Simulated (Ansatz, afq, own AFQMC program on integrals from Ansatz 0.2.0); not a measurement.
# GeH4 (singlet): AFQMC on the coupled-cluster ladder at distance Ge1–H2 = 1.358 Å, cc-pVDZ, part 2 of 2

Ansatz 0.2.0, Gaussian basis, and an in-house AFQMC program (afq) on its integrals; all values are calculated; cc-pVDZ, frozen cores. The steps go on from the part before.

**8. CCSD(T) on RHF**

Input file in.yaml:

```yaml
crystal:
  periodic: [false, false, false]
  atoms:
    - {symbol: Ge, position_ang: [0.001336, 0.001341, 0.001339]}
    - {symbol: H, position_ang: [0.784020, 0.786569, 0.785550]}
    - {symbol: H, position_ang: [-0.886550, -0.882681, 0.886998]}
    - {symbol: H, position_ang: [-0.882488, 0.885854, -0.887886]}
    - {symbol: H, position_ang: [0.888724, -0.886350, -0.881145]}
basis:
  gaussian: {orbitals: cc-pVDZ}
magnetization: {spin_polarized: false}
correlation: {method: ccsd_t, electrons: outside_noble_gas, hamiltonian_folder: ham}
```

Command:

```console
$ ansatz run in.yaml --threads 1 --pin off --events-out ev --progress --plain --max-ram 1382MiB
```

Standard output:

```text
Functional definition: HF
  name "HF"
  cite "Fock, Z. Phys. 61, 126 (1930) doi:10.1007/BF01340294"
  parent pbe
  exchange = exact_x
  correlation = 0
497 factors; integrals over basis functions are off by at most 9.6e-4 eV
mean field evaluation 1: about -56534.7178 eV, gradient 9.1e0 eV
mean field evaluation 2: about -56534.7204 eV, gradient 9.2e0 eV
mean field evaluation 4: about -56535.1848 eV, gradient 4.1e-1 eV
mean field evaluation 8: about -56535.1858 eV, gradient 2.4e-6 eV
mean field -56535.18575433 eV, -2077.6297555465 hartree, gradient 2.5e-6 eV, S^2 0.000000; 0 other end points of the search recorded, 0 dependent functions left out
14 core orbitals not correlated: weight in the atoms' cores, before any rotation towards them, 0.999 or more for the frozen orbitals, at most 0.001 for the correlated occupied ones
reference -56535.18575433 eV, -2077.6297555465 hartree; 4, 4 occupied and 29, 29 virtual orbitals, 497 factors
second order -3.05691849 eV of doubles, -0.00000000 eV of singles
cycle   1  -3.65055396 eV  change   -5.9e-1 eV  update   5.3e-2
cycle   2  -3.85653979 eV  change   -2.1e-1 eV  update   1.8e-2
cycle   3  -3.85986788 eV  change   -3.3e-3 eV  update   3.7e-3
cycle   4  -3.85922197 eV  change    6.5e-4 eV  update   9.6e-4
cycle   5  -3.85902386 eV  change    2.0e-4 eV  update   2.6e-4
cycle   6  -3.85897451 eV  change    4.9e-5 eV  update   4.6e-5
cycle   7  -3.85899300 eV  change   -1.8e-5 eV  update   8.0e-6
cycle   8  -3.85899195 eV  change    1.1e-6 eV  update   2.0e-6
perturbative correction -0.06184076 eV, -0.0022726059 hartree
Total energy: -56539.10658704 eV, -2077.7738434909 hartree
```

Run time: 0.51 s. Hardware: 1 thread of Arm Neoverse V2, shared host.

From the report: correlation -3.9208 eV; T1 0.009; largest double amplitude 0.03.

This run also writes the integrals to the folder ham.

**9. CCSDT(Q) on RHF**

in.yaml, as its differences from that of step 8:

```diff
@@ -11,2 +11,2 @@
 magnetization: {spin_polarized: false}
-correlation: {method: ccsd_t, electrons: outside_noble_gas, hamiltonian_folder: ham}
+correlation: {method: ccsdt_q, electrons: outside_noble_gas}
```

The command is unchanged.

Standard output:

```text
Functional definition: HF
  name "HF"
  cite "Fock, Z. Phys. 61, 126 (1930) doi:10.1007/BF01340294"
  parent pbe
  exchange = exact_x
  correlation = 0
932 factors; integrals over basis functions are off by at most 2.3e-7 eV
mean field evaluation 1: about -56534.7183 eV, gradient 9.1e0 eV
mean field evaluation 2: about -56534.7206 eV, gradient 9.2e0 eV
mean field evaluation 4: about -56535.1849 eV, gradient 4.1e-1 eV
mean field evaluation 8: about -56535.1859 eV, gradient 2.0e-6 eV
mean field -56535.18589338 eV, -2077.6297606563 hartree, gradient 2.1e-6 eV, S^2 0.000000; 0 other end points of the search recorded, 0 dependent functions left out
14 core orbitals not correlated: weight in the atoms' cores, before any rotation towards them, 0.999 or more for the frozen orbitals, at most 0.001 for the correlated occupied ones
reference -56535.18589338 eV, -2077.6297606563 hartree; 4, 4 occupied and 29, 29 virtual orbitals, 932 factors
second order -3.05696221 eV of doubles, -0.00000000 eV of singles
cycle   1  -3.65056100 eV  change   -5.9e-1 eV  update   5.7e-2
cycle   2  -3.91889870 eV  change   -2.7e-1 eV  update   2.1e-2
cycle   3  -3.93401261 eV  change   -1.5e-2 eV  update   5.5e-3
cycle   4  -3.93607234 eV  change   -2.1e-3 eV  update   2.2e-3
cycle   5  -3.93527023 eV  change    8.0e-4 eV  update   4.7e-4
cycle   6  -3.93502552 eV  change    2.4e-4 eV  update   1.1e-4
cycle   7  -3.93508811 eV  change   -6.3e-5 eV  update   2.7e-5
cycle   8  -3.93509269 eV  change   -4.6e-6 eV  update   6.2e-6
cycle   9  -3.93509057 eV  change    2.1e-6 eV  update   2.0e-6
cycle  10  -3.93509036 eV  change    2.1e-7 eV  update   5.8e-7
perturbative correction -0.00143177 eV, -0.0000526167 hartree
Total energy: -56539.12241551 eV, -2077.7744251763 hartree
```

Wall time 1.8 s (1 thread of Arm Neoverse V2, shared host).

From the report: correlation -3.9365 eV; T1 0.009; largest double amplitude 0.04.

**10. Phaseless AFQMC, CISD trial on RHF**

It reads the integrals that the CCSD(T) run on this determinant wrote.

Command:

```console
$ afq ham --method phaseless --trial cisd --walkers 90 --populations 1 --least-time 40 --time-step 0.005 --steps-per-block 50 --equilibration-blocks 28 --max-blocks 300 --target-error 0.00034 --factor-cut 1e-05 --seed 307 --release-times 0.24,0.51,0.99,1.62,2.4 --release-step 0.03 --release-every 4 --taylor-order 6
```

Standard output:

```text
orbitals 33  electrons 4 4  factors 266 of 497
reference energy -2077.62975555 Eh
CCSD correlation -0.14181519 Eh in 8 cycles, weight of the determinant in the CISD state 0.9244
energy of the start -2077.771571 Eh
 block  time / (1/Eh)  mean weight  energy / Eh
     1     0.250  1.0012  -2077.770338
     2     0.500  0.9999  -2077.770696
     3     0.750  0.9995  -2077.771046
     4     1.000  1.0003  -2077.772012
     5     1.250  1.0001  -2077.772111
     6     1.500  0.9991  -2077.772294
     7     1.750  1.0011  -2077.773508
     8     2.000  1.0000  -2077.772974
     9     2.250  1.0000  -2077.773360
    10     2.500  0.9996  -2077.773056
    13     3.250  0.9994  -2077.774039
    17     4.250  1.0010  -2077.774447
    21     5.250  0.9992  -2077.774724
    25     6.250  1.0004  -2077.773753
    29     7.250  0.9999  -2077.773437
    33     8.250  0.9999  -2077.772878
    37     9.250  0.9988  -2077.775033
    41    10.250  1.0027  -2077.773774
    45    11.250  1.0013  -2077.775217
    49    12.250  1.0003  -2077.773887
    53    13.250  0.9998  -2077.774088
    57    14.250  1.0023  -2077.774176
    61    15.250  0.9985  -2077.773530
    65    16.250  1.0002  -2077.773565
    69    17.250  1.0004  -2077.773664
    73    18.250  1.0002  -2077.773783
    77    19.250  1.0000  -2077.773318
    81    20.250  0.9998  -2077.775739
    85    21.250  1.0002  -2077.773690
    89    22.250  1.0012  -2077.773223
    93    23.250  0.9992  -2077.774159
    97    24.250  1.0006  -2077.774025
   101    25.250  1.0012  -2077.775984
   105    26.250  0.9999  -2077.773035
   109    27.250  0.9989  -2077.774770
   113    28.250  1.0021  -2077.777569
   117    29.250  1.0004  -2077.774765
   121    30.250  0.9980  -2077.773280
   125    31.250  0.9990  -2077.773400
   129    32.250  0.9998  -2077.773207
   133    33.250  1.0006  -2077.773496
   137    34.250  1.0005  -2077.775109
   141    35.250  1.0011  -2077.774745
   145    36.250  0.9993  -2077.775449
   149    37.250  0.9999  -2077.774768
   153    38.250  1.0013  -2077.775027
   157    39.250  1.0016  -2077.773119
   161    40.250  0.9996  -2077.773982
   165    41.250  0.9983  -2077.773208
   169    42.250  0.9992  -2077.773382
   173    43.250  1.0012  -2077.775545
   177    44.250  1.0004  -2077.775365
   181    45.250  1.0010  -2077.772635
   185    46.250  1.0006  -2077.775337
blocks merged  error / Eh  count
     1  0.000078  160
     2  0.000101  80
     4  0.000115  40
     8  0.000131  20
    16  0.000136  10
released: time / (1/Eh)  energy / Eh  error  mean overlap
  0.24  -2077.774234  0.000125  1.0018
  0.51  -2077.774310  0.000119  1.0005
  0.99  -2077.774349  0.000118  1.0089
  1.62  -2077.774277  0.000107  1.0145
  2.40  -2077.774233  0.000173  1.0142
energy -2077.774294 +/- 0.000131 Eh
```

It took 90 s on 1 thread of Arm Neoverse V2, shared host.

Energy -56539.1188 ± 0.0036 eV. Caveats: constraint bias not in the error.

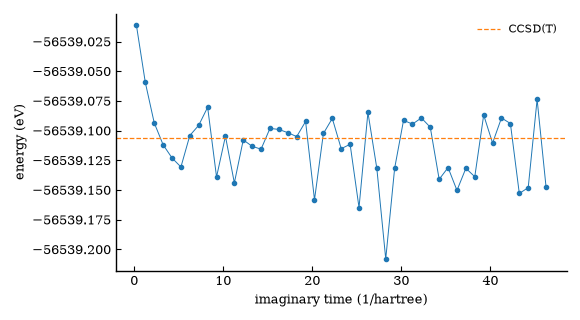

Block energies along the walk.

**11. Free-projection AFQMC, CISD trial on RHF**

It reads the integrals that the CCSD(T) run on this determinant wrote.

Command:

```console
$ afq ham --method free --trial cisd --walkers 90 --time-step 0.03 --max-blocks 80 --target-error 0.00034 --factor-cut 1e-05 --seed 6794 --times 0,0.3,0.6,1.2,1.8,2.4,3.6,4.8,6 --taylor-order 8
```

Standard output:

```text
orbitals 33  electrons 4 4  factors 266 of 497
reference energy -2077.62975555 Eh
CCSD correlation -0.14181519 Eh in 8 cycles, weight of the determinant in the CISD state 0.9244
repeat  energy at the last time / Eh  error
    10  -2077.773110  0.000442
    20  -2077.773434  0.000308
    30  -2077.773898  0.000321
time / (1/Eh)  energy / Eh  error  mean overlap
  0.00  -2077.771491  0.000089  1.0811
  0.30  -2077.772949  0.000107  1.0847
  0.60  -2077.773734  0.000115  1.0780
  1.20  -2077.774096  0.000132  1.0791
  1.80  -2077.774087  0.000151  1.0939
  2.40  -2077.774520  0.000154  1.0710
  3.60  -2077.774431  0.000224  1.0832
  4.80  -2077.774014  0.000194  1.1090
  6.00  -2077.773910  0.000312  1.1463
energy -2077.773910 +/- 0.000312 Eh
```

It took 42 s on 1 thread of Arm Neoverse V2, shared host.

Energy -56539.1084 ± 0.0085 eV. Caveats: remainder of the start not in the error.

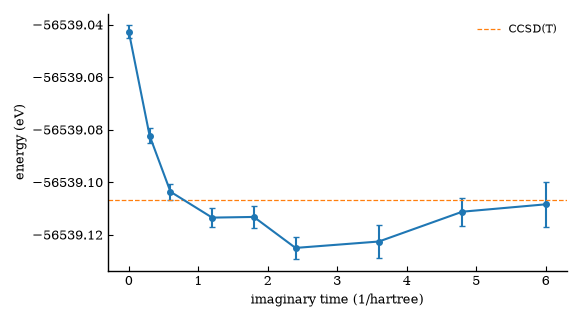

Energy against projection time, with error bars.

**12. UHF**

in.yaml, as its differences from that of step 9:

```diff
@@ -10,3 +10,4 @@
   gaussian: {orbitals: cc-pVDZ}
-magnetization: {spin_polarized: false}
-correlation: {method: ccsdt_q, electrons: outside_noble_gas}
+magnetization: {spin_polarized: true, initial_magnetization: 0}
+hamiltonian: {xc: hf}
+output: {orbitals: {seedname: orbitals}}
```

Command:

```console
$ ansatz run in.yaml --threads 1 --pin off --events-out ev --progress --plain --max-ram 1382MiB
```

Standard output:

```text
Functional definition: HF
  name "HF"
  cite "Fock, Z. Phys. 61, 126 (1930) doi:10.1007/BF01340294"
  parent pbe
  exchange = exact_x
  correlation = 0
497 factors; integrals over basis functions are off by at most 9.6e-4 eV
mean field evaluation 1: about -56534.7178 eV, gradient 6.5e0 eV
mean field evaluation 2: about -56534.7204 eV, gradient 6.5e0 eV
mean field evaluation 4: about -56535.1847 eV, gradient 2.9e-1 eV
mean field evaluation 8: about -56535.1858 eV, gradient 1.5e-5 eV
mean field -56535.18575433 eV, -2077.6297555465 hartree, gradient 1.5e-5 eV, S^2 0.000000; 0 other end points of the search recorded, 0 dependent functions left out
reference -56535.18575433 eV, -2077.6297555465 hartree; 18, 18 occupied and 29, 29 virtual orbitals, 497 factors
Total energy: -56535.18575433 eV, -2077.6297555465 hartree
```

Run time: 0.42 s. Hardware: 1 thread of Arm Neoverse V2, shared host.

From the report: ⟨S²⟩ of the determinant 0.000 (pure singlet: 0.00).

**13. AFQMC on the ladder**

On the RHF determinant, counted from CCSDT(Q) (a yardstick, not exact):

```
                                                   level  energy (eV)  from CCSDT(Q) (kcal/mol)  statistical error (kcal/mol)  time
                                                      HF  -56535.1858                    +90.78                                    
                                                     MP2  -56538.2427                    +20.29                                    
                                                    CCSD  -56539.0447                     +1.79                                    
                                                 CCSD(T)  -56539.1066                     +0.37                                    
                                                CCSDT(Q)  -56539.1224                      0.00                                    
     Phaseless AFQMC, CISD trial, step 0.005, 90 walkers  -56539.1188                     +0.08                          0.08  90 s
Free-projection AFQMC, CISD trial, step 0.03, 90 walkers  -56539.1084                     +0.32                          0.20  42 s
```

The functionals' totals stand on their own zeros and serve differences with other points: PBE -56572.651 eV; r2SCAN -56581.274 eV; PBE0 -56574.405 eV; B3LYP -56583.108 eV; wB97M-V -56577.963 eV; B2PLYP -56569.988 eV.

**14. Results**

This closing draws on all 2 parts.

| quantity | value |
| --- | --- |
| CCSD(T) on RHF from CCSDT(Q) | +0.37 kcal/mol |
| Phaseless AFQMC, CISD trial on RHF from CCSDT(Q) | +0.08 ± 0.08 kcal/mol |
| Free-projection AFQMC, CISD trial on RHF from CCSDT(Q) | +0.32 ± 0.20 kcal/mol |

What this shows: On RHF the phaseless walk with the CISD trial lies +0.08 kcal/mol from CCSDT(Q), within three error bars. Free projection has no constraint; at the last time it gives +0.32 ± 0.20 kcal/mol. Error bars are statistical and leave out the constraint, the time step and what remains of the start.
